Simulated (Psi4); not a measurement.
**C2H7NSi (SMILES C=C[SiH2]N): a chain of runs**

We compute a structure relaxation (PBE0-D4/def2-SVP), then vibrational wavenumbers of C2H7NSi. 

The calculation is run with Psi4 1.11.

### Step 1. The system as given

The species is C2H7NSi (11 atoms), meant as a singlet with charge 0. SMILES: `C=C[SiH2]N`. Geometry: relaxed at PBE0-D4/def2-TZVP. This is one conformer, not always the lowest. The run starts from this shape.

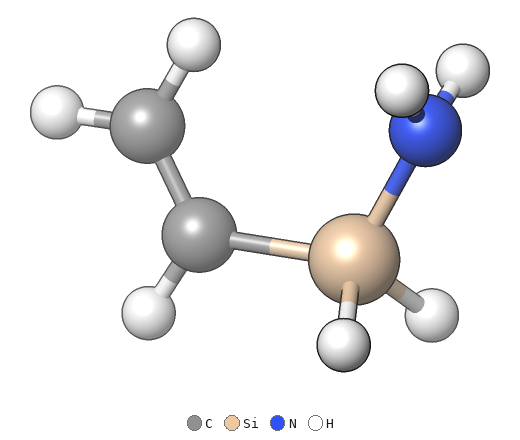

Viewed from a chosen angle; carbon grey, silicon light orange, nitrogen blue, hydrogen white.

### Step 2. A geometry optimisation at PBE0-D4/def2-SVP (density fitting) (run 1)

File input.in:

```
memory 1600 mb

molecule m {
  0 1
  C
  C 1 R2
  Si 2 R3 1 A3
  N 3 R4 2 A4 1 D4
  H 1 R5 2 A5 3 D5
  H 1 R6 5 A6 2 D6
  H 2 R7 1 A7 5 D7
  H 3 R8 4 A8 6 D8
  H 3 R9 8 A9 4 D9
  H 4 R10 3 A10 8 D10
  H 4 R11 10 A11 3 D11

  R2 = 1.330015
  R3 = 1.864537
  A3 = 123.08845
  R4 = 1.715066
  A4 = 114.87517
  D4 = 0.13971
  R5 = 1.086596
  A5 = 122.6029
  D5 = 179.99061
  R6 = 1.087207
  A6 = 116.21287
  D6 = 179.99527
  R7 = 1.090545
  A7 = 118.08042
  D7 = -0.00074
  R8 = 1.488453
  A8 = 107.92029
  D8 = 120.95351
  R9 = 1.488456
  A9 = 109.16926
  D9 = -117.10209
  R10 = 1.00581
  A10 = 121.48535
  D10 = -163.05083
  R11 = 1.005746
  A11 = 111.7512
  D11 = 154.60452
}

set {
  geom_maxiter 60
}

e, wfn = opt('pbe0-d4/def2-SVP', return_wfn=True)
```

On the command line:

```sh
$ psi4 -i input.in -o input.out -n 1
```

input.out:

```text
[...]
  Running in c1 symmetry.
[...]
  Nuclear repulsion =  159.293220503925397
[...]
  Multiplicity = 1
[...]
  Nalpha       = 20
  Nbeta        = 20
[...]
    Number of basis functions: 95
[...]
   @DF-RKS iter   1:  -423.84046315066053   -2.73133e-01   8.81852e-03 ADIIS/DIIS
[...]
   @DF-RKS iter   7:  -424.19323698977439   -3.58114e-12   4.69499e-09 DIIS
[...]
    Orbital Energies [Eh]
    ---------------------
    Doubly Occupied:
       1A    -66.240056     2A    -14.368126     3A    -10.240614
       4A    -10.223914     5A     -5.329368     6A     -3.667440
       7A     -3.666563     8A     -3.665899     9A     -0.854496
      10A     -0.771099    11A     -0.590914    12A     -0.529511
      13A     -0.499442    14A     -0.465521    15A     -0.424739
      16A     -0.383506    17A     -0.349192    18A     -0.330318
      19A     -0.282304    20A     -0.263207
[...]
  @DF-RKS Final Energy:  -424.19323698977439
   => Energetics <=
    Nuclear Repulsion Energy =            158.5100684705511469
    One-Electron Energy =                -897.0342317255208400
    Two-Electron Energy =                 345.3676917246988864
    DFT Exchange-Correlation Energy =     -31.0303366111987415
    Empirical Dispersion Energy =          -0.0064288483048124
    VV10 Nonlocal Energy =                  0.0000000000000000
    Total Energy =                       -424.1932369897743911
[...]
 Multipole Moments:
 ------------------------------------------------------------------------------------
     Multipole            Electronic (a.u.)      Nuclear  (a.u.)        Total (a.u.)
 ------------------------------------------------------------------------------------
 L = 1.  Multiply by 2.5417464519 to convert [e a0] to [Debye]
 Dipole X            :          0.0008369           -0.0009368           -0.0000999
 Dipole Y            :         -0.3369273            0.2349120           -0.1020153
 Dipole Z            :          0.9266694           -1.4941193           -0.5674499
 Magnitude           :                                                    0.5765471
[...]
  -Total Gradient:
     Atom            X                  Y                   Z
    ------   -----------------  -----------------  -----------------
       1        0.000019270116    -0.000096663118    -0.000079261167
       2        0.000008290839     0.000092567899     0.000271968796
       3       -0.000004069179    -0.000104036060    -0.000185571360
       4        0.000003751200     0.000122602623     0.000038662908
       5       -0.000004727931     0.000013310851    -0.000006174303
       6       -0.000012795723     0.000029731167    -0.000020026869
       7       -0.000007380504     0.000014143810    -0.000085914067
       8       -0.000015779907     0.000003373342     0.000024962575
       9        0.000014429481     0.000004410015     0.000026405163
      10       -0.000003551529    -0.000008292419     0.000019201347
      11        0.000002081466    -0.000008608616     0.000023622444
[...]
    Final optimized geometry and variables:
    Molecular point group: c1
    Full point group: C1
    Geometry (in Angstrom), charge = 0, multiplicity = 1:
    C
    C             1          R2
    SI            2          R3      1          A3
    N             3          R4      2          A4      1          D4
    H             1          R5      2          A5      3          D5
    H             1          R6      5          A6      2          D6
    H             2          R7      1          A7      5          D7
    H             3          R8      4          A8      6          D8
    H             3          R9      8          A9      4          D9
    H             4         R10      3         A10      8         D10
    H             4         R11     10         A11      3         D11
[...]
```

Standard output:

```text
Optimizer: Optimization complete!
```

Run time: 90 s. Hardware: 1 thread of AMD EPYC 7R43 (Zen 3), shared host; peak memory 0.83 GiB.

Step by step:

| step | energy from the first frame kept (eV) | largest force (eV/Å) |
| --- | --- | --- |
| 0 | 0.0000 | 0.3542 |
| 1 | -0.0142 | 0.0606 |
| 2 | -0.0146 | 0.0255 |
| 3 | -0.0149 | 0.0241 |
| 4 | -0.0149 | 0.0149 |
| 5 | -0.0150 | 0.0162 |
| 6 | -0.0150 | 0.0148 |

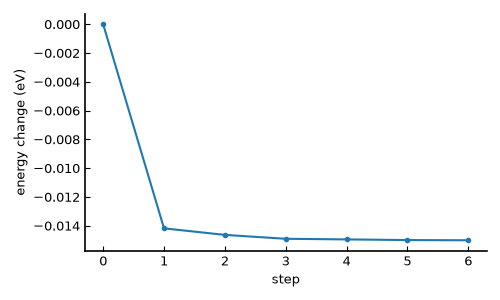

Energy along the run.

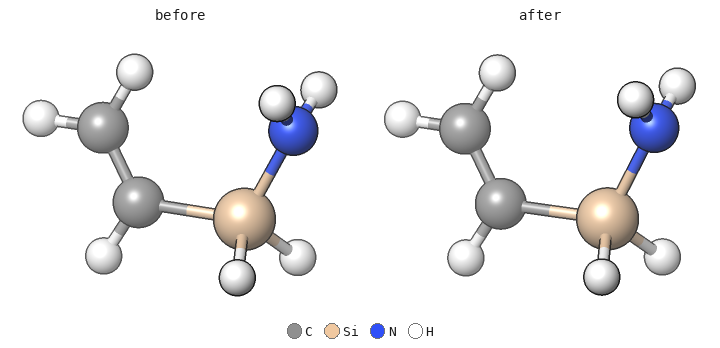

Before and after, at one scale.

After the run. Bond lengths: C1–C2 1.338 Å, C2–Si3 1.876 Å, Si3–N4 1.729 Å, C1–H5 1.096 Å, C1–H6 1.097 Å, C2–H7 1.099 Å, Si3–H8 1.496 Å, Si3–H9 1.496 Å, N4–H10 1.013 Å, N4–H11 1.013 Å. Some angles: C1–C2–Si3 122.1°, C2–Si3–N4 114.1°, C1–C2–H7 118.2°, Si3–C2–H7 119.7°, C2–C1–H5 122.7°, C2–C1–H6 120.9°, C2–Si3–H8 108.8°, C2–Si3–H9 108.8°, N4–Si3–H8 108.0°, N4–Si3–H9 108.1°.

### Step 3. The harmonic vibrations at PBE0-D4/def2-SVP (density fitting) (run 2)

File c2h7nsi.inp:

```
memory 1600 MB

molecule system {
  0 1
  C     -0.664271     1.348293    -0.928972
  C      0.105621     1.219139     0.157467
  Si     0.599664    -0.458953     0.836084
  N     -0.024949    -1.796532    -0.064853
  H     -0.959148     2.323049    -1.334105
  H     -1.035761     0.465663    -1.463902
  H      0.453398     2.132865     0.659729
  H      0.103380    -0.575912     2.242962
  H      2.092820    -0.557869     0.838236
  H      0.363570    -2.043427    -0.966949
  H     -1.001413    -2.057210     0.000255
}

set {
  t                          298.15
  rotational_symmetry_number 1
}

frequency("pbe0-d4/def2-SVP")
```

On the command line:

```sh
$ psi4 -n 1 c2h7nsi.inp c2h7nsi.out
```

c2h7nsi.out, cut to the lines that bear on the results:

```text
[...]
  Running in c1 symmetry.
[...]
  Nuclear repulsion =  158.510073568121328
[...]
  Multiplicity = 1
[...]
  Nalpha       = 20
  Nbeta        = 20
[...]
    Number of basis functions: 95
[...]
   @DF-RKS iter   1:  -423.84664014138224   -3.24178e-01   8.73601e-03 ADIIS/DIIS
[...]
   @DF-RKS iter  11:  -424.19323438188087   -5.45697e-12   5.22106e-09 DIIS
[...]
  @DF-RKS Final Energy:  -424.19323438188087
   => Energetics <=
    Nuclear Repulsion Energy =            158.5182228632776003
    One-Electron Energy =                -897.0488144720600303
    Two-Electron Energy =                 345.3746866452754603
    DFT Exchange-Correlation Energy =     -31.0309003477439838
    Empirical Dispersion Energy =          -0.0064290706299694
    VV10 Nonlocal Energy =                  0.0000000000000000
    Total Energy =                       -424.1932343818808704
[...]
 Multipole Moments:
[...]
  -Total Gradient:
     Atom            X                  Y                   Z
    ------   -----------------  -----------------  -----------------
       1       -0.000034884057    -0.000088496066    -0.000083896705
       2        0.000167509356     0.000068590899     0.000227281490
       3       -0.000057557426    -0.000077870027    -0.000194669162
       4        0.000535722506    -0.000213785218    -0.001133774685
       5       -0.000006102506     0.000014394806    -0.000001473599
       6       -0.000021622107     0.000030645780    -0.000005132873
       7       -0.000054323908     0.000023411989    -0.000065061330
       8       -0.000006006907    -0.000010655619     0.000027306616
       9        0.000033040605     0.000015934148     0.000021633873
      10       -0.000666425264     0.000347681916     0.001361697517
      11        0.000129402741    -0.000050412536    -0.000125820631
[...]
  ==> Harmonic Vibrational Analysis <==
[...]
  Freq [cm^-1]                 112.0863            171.6552            193.5823
[...]
  IR activ [km/mol]             0.3374              1.5652             11.9110
[...]
  Freq [cm^-1]                 300.0344            409.1361            416.4162
[...]
  Freq [cm^-1]                1047.7521           1266.8646           1408.5329
[...]
  Freq [cm^-1]                1541.8658           1684.5357           2215.3660
[...]
  Freq [cm^-1]                2218.2817           3131.3891           3152.0279
[...]
  Freq [cm^-1]                3229.5360           3623.8445           3725.4371
[...]
```

On the terminal:

```text
Warning: used thermodynamics relations inappropriate for low-frequency modes: ['112.0863' '171.6552' '193.5823' '300.0344' '409.1361' '416.4162'
 '591.6707']
```

Run time: 15 min. Hardware: 1 thread of AMD EPYC 7R43 (Zen 3), shared host; peak memory 0.8 GiB.

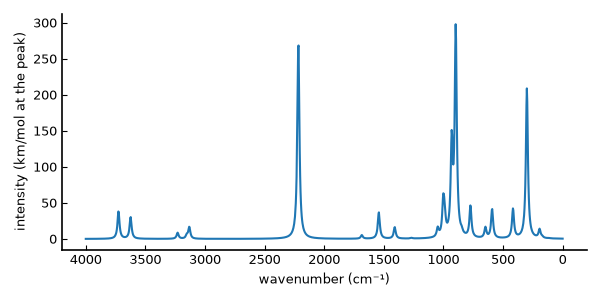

Harmonic infrared spectrum, unscaled, lines broadened by 10 cm⁻¹.

### Step 4. Summary of results

```
                                                                          quantity             value
                                  run 1, PBE0-D4/def2-SVP: total energy at the end     -424.19324 Eh
                                            run 1, PBE0-D4/def2-SVP: dipole moment            1.47 D
                                              run 1, PBE0-D4/def2-SVP: HOMO energy          -7.16 eV
                                              run 1, PBE0-D4/def2-SVP: LUMO energy          -0.05 eV
                                            run 1, PBE0-D4/def2-SVP: HOMO–LUMO gap           7.11 eV
                                        run 1, PBE0-D4/def2-SVP: dispersion energy     -16.88 kJ/mol
                               run 2, PBE0-D4/def2-SVP: lowest harmonic wavenumber          112 cm⁻¹
                              run 2, PBE0-D4/def2-SVP: highest harmonic wavenumber         3725 cm⁻¹
                                        run 2, PBE0-D4/def2-SVP: zero-point energy      223.8 kJ/mol
run 2, PBE0-D4/def2-SVP: ideal-gas entropy at 298.15 K (symmetry number 1 as used)  77.2 cal/(mol K)
```

In words: The optimisation (run 1, PBE0-D4/def2-SVP) took 7 steps and changed the energy by -0.015 eV. All 27 modes (run 2, PBE0-D4/def2-SVP) are real, so the shape is a minimum at this level.
